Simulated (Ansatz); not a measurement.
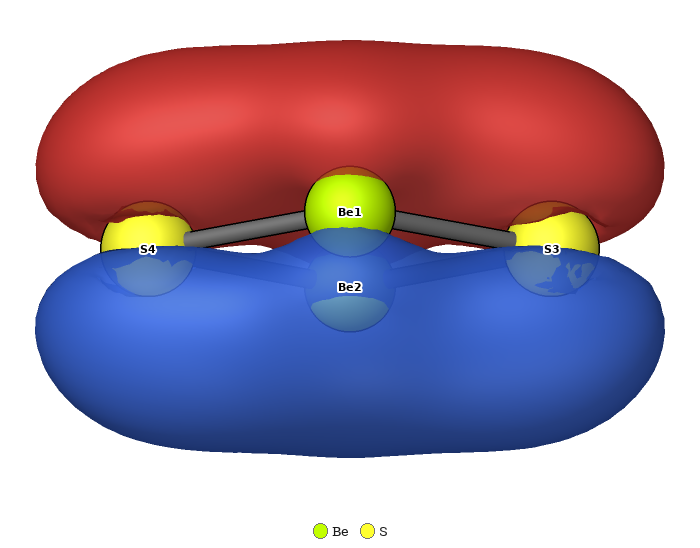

Figure 1: Be₂S₂ (charge +1, doublet). One frontier orbital at ±0.1 Å⁻³ᐟ² (red and blue are the two phases), seen from one side.

Geometry: PBE0-D4/def2-TZVP.

The calculation used Ansatz, UKS PBE0-D4/def2-TZVP.

Input file:

```
crystal:
  periodic: [false, false, false]
  atoms:
    - {symbol: Be, position_ang: [-0.352588, 0.398715, 0.879670]}
    - {symbol: Be, position_ang: [0.354712, -0.397987, -0.879141]}
    - {symbol: S, position_ang: [-0.311046, 1.418998, -0.767849]}
    - {symbol: S, position_ang: [0.308923, -1.419727, 0.767330]}
basis:
  gaussian: {orbitals: def2-TZVP, initial_orbitals: start.molden}
total_charge: 1
magnetization: {spin_polarized: true, initial_magnetization: 1}
hamiltonian: {xc: pbe0, dispersion: d4}
output: {orbitals: {seedname: orbitals}}
```

Command:

```sh
ansatz run in.yaml --threads 4 --pin off --events-out ev --progress --plain --max-ram 3916MiB
```

Which orbital is it: HOMO (β) or LUMO (β)?

Answer. The HOMO (β), at −13.76 eV. Its weight (Hirshfeld) is mainly on S4 (about 35 %), S3 (about 35 %), Be2 (about 15 %) and Be1 (about 15 %); it changes sign across the molecular plane (π type); it is ungerade (odd under inversion); π-bonding across Be1–S3, Be1–S4, Be2–S3 and Be2–S4.
